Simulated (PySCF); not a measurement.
# ZnAs (quartet): what the fields show

```yaml
atoms:
  - { symbol: Zn, position_ang: [0.0000, 0.0000, -1.3905] }
  - { symbol: As, position_ang: [0.0000, 0.0000, 1.1865] }
```

Theory: PySCF 2.14.0, PBE0/cc-pVDZ(-PP), non-relativistic Hamiltonian with scalar-relativistic core potentials where named, at a bond length of 2.577 Å.

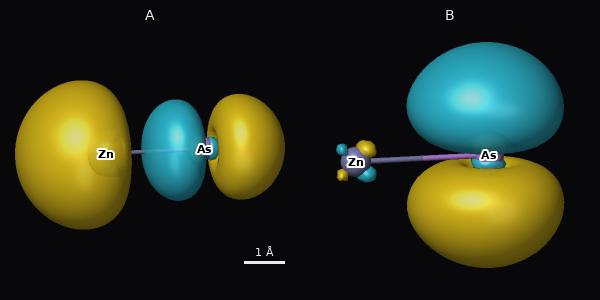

Figure 1. Two frontier α-spin orbitals, each drawn at the value that holds 80 % of its norm (yellow and cyan are the two phases), in no order; of a degenerate pair one member is drawn.

### Name the orbitals and rank them from lowest to highest energy.

Orbital B: π, occupied in this spin, −6.96 eV; mainly on As (95 %).
Orbital A: σ, occupied in this spin, −5.42 eV; shared between the atoms (Zn 65 %, As 35 %).

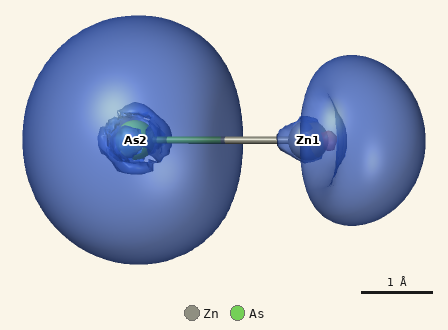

Figure 2. Isosurfaces of the spin density at +0.03 (blue) and −0.03 e/Å³ (red), seen from one side.

### Which atoms carry the spin?

The unpaired spin (3 electrons) lies mostly on As2 (about 2.4) and Zn1 (about 0.6), in electrons by Hirshfeld's partition.

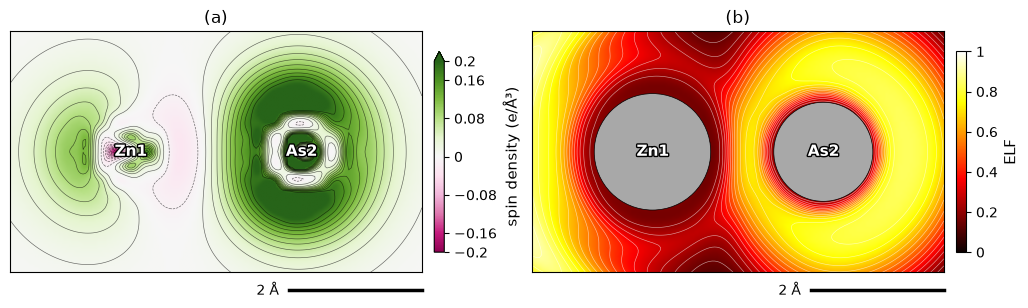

Figure 3. (a) spin density (α minus β); (b) ELF on a plane that holds the molecular axis. Grey discs cover the atomic cores in the ELF map.

### What does the map show?

The section cuts through Zn and As sites.
Zn–As (2.58 Å): the ELF peaks at about 0.70 in the valence shell of As, 1.1 Å from its nucleus, and is about 0.60 at the midpoint.
The ELF also peaks beside As2, away from the bonds: non-bonding electrons, paired or unpaired.
